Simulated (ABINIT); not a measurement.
**MgS (Niningerite): a self-consistent loop beyond G0W0, cycle by cycle**

How far does self-consistency move the gap of MgS (Niningerite)?

Calculated with ABINIT 10.8.3; LDA and many-body steps on it, plane waves.

### 1. Set-up

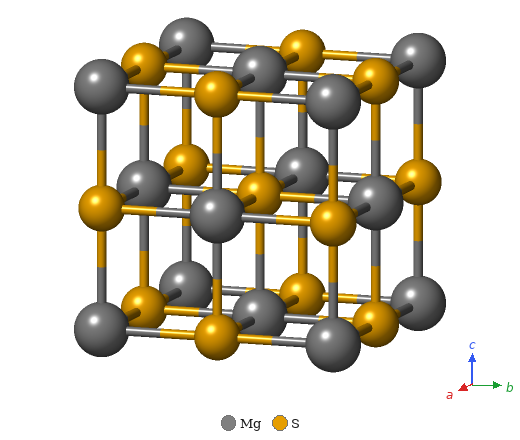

The starting structure, seen slightly off an axis (magnesium grey, sulfur orange). This picture shows the conventional cell, with its axes. Some periodic images of atoms are drawn too.

The cell and positions come from the Crystallography Open Database and are kept as given unless a step says otherwise.

### 2. Empty states on the mesh, 4×4×4 mesh, 54 bands

This step: ABINIT 10.8.3; DFT, LDA, plane waves, norm-conserving pseudopotentials.

The sums over transitions need many empty states on a uniform mesh; this step solves for them.

Input file run.abi:

```
acell 3*1.0 Angstrom
rprim 
  0.000000000000 2.601650000000 2.601650000000
  2.601650000000 0.000000000000 2.601650000000
  2.601650000000 2.601650000000 0.000000000000
ntypat 2
znucl 12 16
natom 2
typat 1 2
xred 
  0.000000000000 0.000000000000 0.000000000000
  0.500000000000 0.500000000000 0.500000000000
pp_dirpath "pseudos"
pseudos "Mg.upf, S.upf"
ecut 38
ngkpt 4 4 4
nshiftk 1
shiftk 0 0 0
kptopt 1
chksymbreak 0
iscf -2
irdden 1
istwfk *1
nband 54
nbdbuf 4
tolwfr 1e-09
nstep 60
prtvol 0
indata_prefix "in"
outdata_prefix "out"
tmpdata_prefix "tmp"
```

Run with:

```sh
$ OMP_NUM_THREADS=1 mpirun -n 4 abinit run.abi > log
```

Numbers of over 12 decimals in the logs are rounded to 6 here.

The program printed:

```text
.Version 10.8.3 of ABINIT. v10.8.2 released Aug 2026.

 Symmetries : space group Fm -3 m (#225); Bravais cF (face-center cubic)
[... echo of the input left out ...]
== DATASET  1 ==================================================================
-   mpi_nproc: 4, omp_nthreads: 1 (-1 if OMP is not activated)

--- !DatasetInfo
iteration_state: {dtset: 1, }
dimensions: {natom: 2, nkpt: 8, mband: 54, nsppol: 1, nspinor: 1, nspden: 1, mpw: 2698, }
cutoff_energies: {ecut:  38.0, pawecutdg:  -1.0, }
[...]
1.66779    1.66779    1.66779    1.73049    1.88175    1.88175    1.88175    2.00131
   2.00131    2.00131    2.01180    2.01180    2.01180    2.06964    2.07126    2.07126
   2.07126    2.10322    2.10322    2.10322    2.17275    2.19204
 prteigrs : prtvol=0 or 1, do not print more k-points.

== END DATASET(S) ==============================================================
================================================================================

 -outvars: echo values of variables after computation  --------
            nband          54
             nkpt           8
          spgroup         225
 [... the other variables as echoed above ...]

 Calculation completed.
```

The job ended after 11 s (4 MPI ranks of Intel Xeon Platinum 8259CL at 2.50GHz (Skylake/Cascade Lake), shared host; peak memory 0.3 GiB; 44 s of CPU time).

This step gave:

```
gap                                                           : 2.559 eV
k of the valence top                                          : 0, 0, 0
k of the conduction bottom                                    : 0.5, 0.5, 0
least direct gap                                              : 3.476 eV
k points computed                                             : 8
lowest point of the top converged band, above the valence top : 53.1076 eV
```

On this mesh the gap is 2.559 eV.

The density comes from a self-consistent run that is not shown.

### 3. Screening, 4×4×4 mesh, 50 bands, screening to 130.6 eV

The RPA dielectric matrix is built and inverted for each q.

This step: RPA screening on LDA, plane waves, norm-conserving pseudopotentials.

run.abi: that of step 2 with these lines changed.

```diff
@@ -20,10 +20,11 @@
 chksymbreak 0
-iscf -2
-irdden 1
 istwfk *1
-nband 54
-nbdbuf 4
-tolwfr 1e-09
-nstep 60
-prtvol 0
+occopt 1
+irdwfk 1
+optdriver 3
+nband 50
+ecuteps 4.8
+inclvkb 2
+awtr 1
+symchi 1
 indata_prefix "in"
```

The program printed:

```text
.Version 10.8.3 of ABINIT. v10.8.2 released Aug 2026.

 Symmetries : space group Fm -3 m (#225); Bravais cF (face-center cubic)
[... echo of the input left out ...]
== DATASET  1 ==================================================================
-   mpi_nproc: 4, omp_nthreads: 1 (-1 if OMP is not activated)

--- !DatasetInfo
iteration_state: {dtset: 1, }
dimensions: {natom: 2, nkpt: 8, mband: 50, nsppol: 1, nspinor: 1, nspden: 1, mpw: 2698, }
cutoff_energies: {ecut:  38.0, pawecutdg:  -1.0, }
electrons: {nelect:   1.60000000E+01, charge:   0.00000000E+00, occopt:   1.00000000E+00, tsmear:   1.00000000E-02, }

 SCREENING: Calculation of the susceptibility and dielectric matrices

 Based on a program developped by R.W. Godby, V. Olevano, G. Onida, and L. Reining.
 Incorporated in ABINIT by V. Olevano, G.-M. Rignanese, and M. Torrent.
.Using double precision arithmetic ; gwpc =  8

[... cell and pseudopotentials left out ...]
--------------------------------------------------------------------------------

 ==== K-mesh for the wavefunctions ====
 Number of points in the irreducible wedge :     8
[... list of points left out ...]
 Together with 48 symmetry operations and time-reversal symmetry
 yields    64 points in the full Brillouin Zone.

 ==== Q-mesh for the screening function ====
 Number of points in the irreducible wedge :     8
[... list of points left out ...]
 Together with 48 symmetry operations and time-reversal symmetry
 yields    64 points in the full Brillouin Zone.

 setmesh: FFT mesh size selected  =    25x   25x   25
          total number of points  =        15625

 vcoul_init : cutoff-mode = AUXILIARY_FUNCTION
 q-points for optical limit:   1
     1)      0.000010    0.000020    0.000030

- screening: taking advantage of time-reversal symmetry
- Maximum band index for partially occupied states nbvw = 8
- Remaining bands to be divided among processors   nbcw = 42
- Number of bands treated by each node ~10

 Number of electrons calculated from density =   16.0000; Expected =   16.0000
 average of density, n =  0.067320
 r_s =    1.5249
 omega_plasma =   25.0282 [eV]

 calculating chi0 at frequencies [eV] :
  1    0.000000E+00    0.000000E+00
  2    0.000000E+00    2.502816E+01

--------------------------------------------------------------------------------
  q-point number  1        q = ( 0.000000, 0.000000, 0.000000) [r.l.u.]
--------------------------------------------------------------------------------
[... chi0 elements left out ...]
 For q-point:  0.000010 0.000020 0.000030
  dielectric constant =   6.5567
  dielectric constant without local fields =   7.5474

  Average fulfillment of the sum rule on Im[epsilon] for q-point    1 :     48.60  [%]
[... wings left out ...]
  q-point number  2        q = ( 0.250000, 0.000000, 0.000000) [r.l.u.]
--------------------------------------------------------------------------------
[... chi0 elements left out ...]
  Average fulfillment of the sum rule on Im[epsilon] for q-point    2 :     58.78  [%]

 [... 6 further q-points ...]
```

Wall time 7 s (4 MPI ranks); peak memory 0.5 GiB; 27 s of CPU time.

This step gave:

| Item | Value |
| --- | --- |
| ε∞ with local fields, on this mesh, along the program's q direction | 6.557 |
| the same without local fields | 7.547 |
| plasma frequency | 25.03 eV |
| plane waves in the screening matrix | 113 |

Local fields lower ε∞ by 13 %. On a Γ-centred mesh this coarse the value itself is usually too large, while a short band sum pulls it down.

### 4. G0W0

The self-energy is evaluated for the states that the input lists, and the levels follow from it, in one-shot runs by the linearised quasiparticle equation.

This step: G0W0 on LDA, plane waves, norm-conserving pseudopotentials.

run.abi: that of step 3 with these lines changed.

```diff
@@ -23,8 +23,17 @@
 irdwfk 1
-optdriver 3
+optdriver 4
 nband 50
+gwcalctyp 0
+ecutsigx 38
+symsigma 1
+nkptgw 2
+kptgw 
+  0.0000000000 0.0000000000 0.0000000000
+  0.5000000000 0.5000000000 0.0000000000
+bdgw 
+  6 12
+  7 10
 ecuteps 4.8
-inclvkb 2
-awtr 1
-symchi 1
+irdscr 1
+ppmodel 1
 indata_prefix "in"
```

The program printed:

```text
.Version 10.8.3 of ABINIT. v10.8.2 released Aug 2026.

 Symmetries : space group Fm -3 m (#225); Bravais cF (face-center cubic)
[... echo of the input left out ...]
== DATASET  1 ==================================================================
-   mpi_nproc: 4, omp_nthreads: 1 (-1 if OMP is not activated)

--- !DatasetInfo
iteration_state: {dtset: 1, }
dimensions: {natom: 2, nkpt: 8, mband: 50, nsppol: 1, nspinor: 1, nspden: 1, mpw: 2698, }
cutoff_energies: {ecut:  38.0, pawecutdg:  -1.0, }
electrons: {nelect:   1.60000000E+01, charge:   0.00000000E+00, occopt:   1.00000000E+00, tsmear:   1.00000000E-02, }

 SIGMA: Calculation of the GW corrections

 Based on a program developped by R.W. Godby, V. Olevano, G. Onida, and L. Reining.
 Incorporated in ABINIT by V. Olevano, G.-M. Rignanese, and M. Torrent.
.Using double precision arithmetic ; gwpc =  8

[... cell and pseudopotentials left out ...]
--------------------------------------------------------------------------------

 ==== K-mesh for the wavefunctions ====
 Number of points in the irreducible wedge :     8
[... list of points left out ...]
 Together with 48 symmetry operations and time-reversal symmetry
 yields    64 points in the full Brillouin Zone.

 ==== Q-mesh for screening function ====
 Number of points in the irreducible wedge :     8
[... list of points left out ...]
 Together with 48 symmetry operations and time-reversal symmetry
 yields    64 points in the full Brillouin Zone.

 vcoul_init : cutoff-mode = AUXILIARY_FUNCTION
 q-points for optical limit:   1
     1)      0.000010    0.000020    0.000030
 setmesh: FFT mesh size selected  =    40x   40x   40
          total number of points  =        64000

 Number of electrons calculated from density =   16.0000; Expected =   16.0000
 average of density, n =  0.067320
 r_s =    1.5249
 omega_plasma =   25.0282 [eV]

 === KS Band Gaps ===
  >>>> For spin  1
   Minimum direct gap =   3.4763 [eV], located at k-point      :   0.0000  0.0000  0.0000
   Fundamental gap    =   2.5588 [eV], Top of valence bands at :   0.0000  0.0000  0.0000
                                       Bottom of conduction at :   0.5000  0.5000  0.0000
 SIGMA fundamental parameters:
 PLASMON POLE MODEL  1
 number of plane-waves for SigmaX                 2685
 number of plane-waves for SigmaC and W            113
 number of plane-waves for wavefunctions          2685
 number of bands                                    50
 number of independent spin polarizations            1
 number of spinorial components                      1
 number of k-points in IBZ                           8
 number of q-points in IBZ                           8
 number of symmetry operations                      48
 number of k-points in BZ                           64
 number of q-points in BZ                           64
 number of frequencies for dSigma/dE                 9
 frequency step for dSigma/dE [eV]                0.25
 number of omega for Sigma on real axis              0
 max omega for Sigma on real axis  [eV]           0.00
 zcut for avoiding poles [eV]                     0.10

 EPSILON^-1 parameters (SCR file):
 dimension of the eps^-1 matrix on file            113
 dimension of the eps^-1 matrix used               113
 number of plane-waves for wavefunctions          2685
 number of bands                                    50
 number of q-points in IBZ                           8
 number of frequencies                               2
 number of real frequencies                          1
 number of imag frequencies                          1

 matrix elements of self-energy operator (all in [eV])

 Perturbative Calculation

--- !SelfEnergy_ee
iteration_state: {dtset: 1, }
kpoint     : [   0.000,    0.000,    0.000, ]
spin       : 1
KS_gap     :    3.476
QP_gap     :    5.110
Delta_QP_KS:    1.634
data: !SigmaeeData |
     Band     E0 <VxcDFT>   SigX SigC(E0)      Z dSigC/dE  Sig(E)    E-E0       E
        6   4.124 -13.284 -16.382   2.093   0.784  -0.276 -14.072  -0.787   3.337
        7   4.124 -13.284 -16.382   2.093   0.784  -0.276 -14.072  -0.787   3.337
        8   4.124 -13.284 -16.382   2.093   0.784  -0.276 -14.072  -0.787   3.337
        9   7.600 -11.356  -6.443  -3.867   0.809  -0.236 -10.510   0.846   8.447
       10  11.957  -9.766  -4.442  -4.160   0.812  -0.232  -8.821   0.945  12.902
       11  11.957  -9.766  -4.442  -4.160   0.812  -0.232  -8.821   0.945  12.902
       12  11.957  -9.766  -4.442  -4.160   0.812  -0.232  -8.821   0.945  12.902

--- !SelfEnergy_ee
iteration_state: {dtset: 1, }
kpoint     : [   0.500,    0.500,    0.000, ]
spin       : 1
KS_gap     :    4.261
QP_gap     :    6.069
Delta_QP_KS:    1.809
data: !SigmaeeData |
     Band     E0 <VxcDFT>   SigX SigC(E0)      Z dSigC/dE  Sig(E)    E-E0       E
        7   2.422 -12.459 -16.032   2.462   0.779  -0.284 -13.324  -0.865   1.557
        8   2.422 -12.459 -16.032   2.462   0.779  -0.284 -13.324  -0.865   1.557
        9   6.683 -10.852  -6.192  -3.505   0.817  -0.223  -9.908   0.944   7.627
       10   8.392  -8.957  -4.414  -3.657   0.821  -0.217  -8.229   0.728   9.119

== END DATASET(S) ==============================================================
================================================================================

 -outvars: echo values of variables after computation  --------
           etotal      0.0000000000E+00
            nband          50
             nkpt           8
          spgroup         225
 [... the other variables as echoed above ...]

 Calculation completed.
```

Elapsed: 4.7 s, on 4 MPI ranks; peak memory 0.63 GiB.

Numbers from this step:

```yaml
g0w0_gap_on_the_points_computed: 4.290 eV
starting_gap_on_the_mesh: 2.559 eV
k_of_the_valence_top: 0, 0, 0
k_of_the_conduction_bottom: 0.5, 0.5, 0
z_at_the_valence_top: 0.784
z_at_the_conduction_bottom: 0.817
least_direct_g0w0_gap_on_the_computed_points: 5.110 eV
```

The gap on the mesh goes from 2.56 eV to 4.29 eV, a correction of +1.73 eV.

### 5. evGW0, cycle 1

This step: evGW0 on LDA, plane waves, norm-conserving pseudopotentials.

run.abi: that of step 4 with these lines changed.

```diff
@@ -25,12 +25,24 @@
 nband 50
-gwcalctyp 0
+gwcalctyp 10
 ecutsigx 38
 symsigma 1
-nkptgw 2
+nkptgw 8
 kptgw 
   0.0000000000 0.0000000000 0.0000000000
+  0.2500000000 0.0000000000 0.0000000000
+  0.5000000000 0.0000000000 0.0000000000
+  0.2500000000 0.2500000000 0.0000000000
+  0.5000000000 0.2500000000 0.0000000000
+  -0.2500000000 0.2500000000 0.0000000000
   0.5000000000 0.5000000000 0.0000000000
+  -0.2500000000 0.5000000000 0.2500000000
 bdgw 
-  6 12
-  7 10
+  1 22
+  1 22
+  1 22
+  1 22
+  1 22
+  1 22
+  1 22
+  1 22
 ecuteps 4.8
```

The program printed:

```text
.Version 10.8.3 of ABINIT. v10.8.2 released Aug 2026.

 Symmetries : space group Fm -3 m (#225); Bravais cF (face-center cubic)
[... echo of the input left out ...]
== DATASET  1 ==================================================================
-   mpi_nproc: 4, omp_nthreads: 1 (-1 if OMP is not activated)

--- !DatasetInfo
iteration_state: {dtset: 1, }
dimensions: {natom: 2, nkpt: 8, mband: 50, nsppol: 1, nspinor: 1, nspden: 1, mpw: 2698, }
cutoff_energies: {ecut:  38.0, pawecutdg:  -1.0, }
electrons: {nelect:   1.60000000E+01, charge:   0.00000000E+00, occopt:   1.00000000E+00, tsmear:   1.00000000E-02, }

 SIGMA: Calculation of the GW corrections

 Based on a program developped by R.W. Godby, V. Olevano, G. Onida, and L. Reining.
 Incorporated in ABINIT by V. Olevano, G.-M. Rignanese, and M. Torrent.
.Using double precision arithmetic ; gwpc =  8

[... cell and pseudopotentials left out ...]
--------------------------------------------------------------------------------

 ==== K-mesh for the wavefunctions ====
 Number of points in the irreducible wedge :     8
[... list of points left out ...]
 Together with 48 symmetry operations and time-reversal symmetry
 yields    64 points in the full Brillouin Zone.

 ==== Q-mesh for screening function ====
 Number of points in the irreducible wedge :     8
[... list of points left out ...]
 Together with 48 symmetry operations and time-reversal symmetry
 yields    64 points in the full Brillouin Zone.

 vcoul_init : cutoff-mode = AUXILIARY_FUNCTION
 q-points for optical limit:   1
     1)      0.000010    0.000020    0.000030
 setmesh: FFT mesh size selected  =    40x   40x   40
          total number of points  =        64000

 Number of electrons calculated from density =   16.0000; Expected =   16.0000
[...]
QP_gap     :    6.069
Delta_QP_KS:    1.809
data: !SigmaeeData |
     Band     E_DFT   <VxcDFT>   E(N-1)  <Hhartree>   SigX  SigC[E(N-1)]    Z     dSigC/dE  Sig[E(N)]  DeltaE  E(N)_pert E(N)_diago
[...]
--- !SelfEnergy_ee
iteration_state: {dtset: 1, }
kpoint     : [  -0.250,    0.500,    0.250, ]
spin       : 1
KS_gap     :    7.489
QP_gap     :    9.213
Delta_QP_KS:    1.724
data: !SigmaeeData |
     Band     E_DFT   <VxcDFT>   E(N-1)  <Hhartree>   SigX  SigC[E(N-1)]    Z     dSigC/dE  Sig[E(N)]  DeltaE  E(N)_pert E(N)_diago
[...]
21    27.950   -10.743    27.950    38.692    -2.912    -8.026     0.472    -1.117   -10.835    -0.092    27.857    27.754
       22    27.950   -10.743    27.950    38.692    -2.912    -8.026     0.472    -1.117   -10.835    -0.092    27.857    27.754

 New Fermi energy :        2.013241E-01 Ha ,    5.478308E+00 eV
 New Exchange energy :    -9.677235E+00 Ha ,   -2.633310E+02 eV

 === QP Band Gaps ===
  >>>> For spin  1
   Minimum direct gap =   5.5273 [eV], located at k-point      :   0.0000  0.0000  0.0000
   Fundamental gap    =   4.7183 [eV], Top of valence bands at :   0.0000  0.0000  0.0000
                                       Bottom of conduction at :   0.5000  0.5000  0.0000

 writing QP data on file : out_QPS

 Convergence of QP corrections
 >>>>> For spin  1 <<<<<
.  kptgw no:  1; Maximum DeltaE = ( 210.413 -57.377) for band index:  1
.  kptgw no:  2; Maximum DeltaE = ( 205.859 -56.308) for band index:  1
.  kptgw no:  3; Maximum DeltaE = ( 250.312 -68.445) for band index:  1
[...]
.  kptgw no:  7; Maximum DeltaE = ( 223.964 -61.423) for band index:  1
.  kptgw no:  8; Maximum DeltaE = ( 232.926 -63.787) for band index:  1

== END DATASET(S) ==============================================================
================================================================================

 -outvars: echo values of variables after computation  --------
           etotal      0.0000000000E+00
            nband          50
             nkpt           8
          spgroup         225
 [... the other variables as echoed above ...]

 Calculation completed.
```

Run time: 57 s. Hardware: 4 MPI ranks; peak memory 1.3 GiB; 3.8 min of CPU time.

Numbers from this step:

```yaml
quasiparticle_gap_on_the_mesh: 4.718 eV
gap_of_the_density_functional_on_the_mesh: 2.559 eV
k_of_the_valence_top: 0, 0, 0
k_of_the_conduction_bottom: 0.5, 0.5, 0
z_at_the_valence_top: 0.784
z_at_the_conduction_bottom: 0.817
least_direct_quasiparticle_gap_on_the_computed_points: 5.527 eV
```

Against G0W0 in ABINIT (4×4×4 mesh, 50 bands, screening to 130.6 eV, Godby-Needs plasmon pole), the gap moves by +0.428 eV. This first cycle still uses the starting levels and takes the full correction.

### 6. evGW0, cycle 2

The corrected levels of the last cycle go back in.

run.abi: that of step 5 with these lines changed.

```diff
@@ -50,2 +50,3 @@
 ppmodel 1
+irdqps 1
 indata_prefix "in"
```

The program printed:

```text
.Version 10.8.3 of ABINIT. v10.8.2 released Aug 2026.

 Symmetries : space group Fm -3 m (#225); Bravais cF (face-center cubic)
[... echo of the input left out ...]
== DATASET  1 ==================================================================
-   mpi_nproc: 4, omp_nthreads: 1 (-1 if OMP is not activated)

--- !DatasetInfo
iteration_state: {dtset: 1, }
dimensions: {natom: 2, nkpt: 8, mband: 50, nsppol: 1, nspinor: 1, nspden: 1, mpw: 2698, }
cutoff_energies: {ecut:  38.0, pawecutdg:  -1.0, }
[...]
.  kptgw no:  3; Maximum DeltaE = (  -0.814   0.703) for band index:  1
[...]
.  kptgw no:  7; Maximum DeltaE = (  -0.848   0.739) for band index:  1
.  kptgw no:  8; Maximum DeltaE = (  -0.833   0.680) for band index:  1

== END DATASET(S) ==============================================================
================================================================================

 -outvars: echo values of variables after computation  --------
           etotal      0.0000000000E+00
            nband          50
             nkpt           8
          spgroup         225
 [... the other variables as echoed above ...]

 Calculation completed.
```

It took 58 s on 4 MPI ranks; peak memory 1.3 GiB; 3.8 min of CPU time.

Numbers from this step:

```yaml
quasiparticle_gap_on_the_mesh: 4.507 eV
gap_of_the_density_functional_on_the_mesh: 2.559 eV
k_of_the_valence_top: 0, 0, 0
k_of_the_conduction_bottom: 0.5, 0.5, 0
least_direct_quasiparticle_gap_on_the_computed_points: 5.336 eV
```

Against the cycle before, the gap moves by −0.211 eV.

(Part 1 of 2 ends here.)

[Paths, hosts, dates, memory and timing lines, banners, echoed tables and standing remarks are left out of the program output.]

[Logs are printed without paths, hosts, clocks, repeated set-up lines and the standing remarks that a program may print on its own settings, such as how far it seeks lower states.]

[Runs of the session that timed out or met a known fault of the program may be left out.]

[Hosts, paths, dates, database ids (printed as entryN), source tags and the programs' standing remarks are cut or masked in the printed files.]

[G0W0 gaps are taken among the corrected bands and points alone; a level outside them can change the order at an edge.]

[Where Ansatz stands beside ABINIT at settings called matched, ABINIT's density can come from a denser mesh and the files from another edition; pairs whose starting gaps differed by over 0.03 eV were left out, so agreement reads better than it is.]
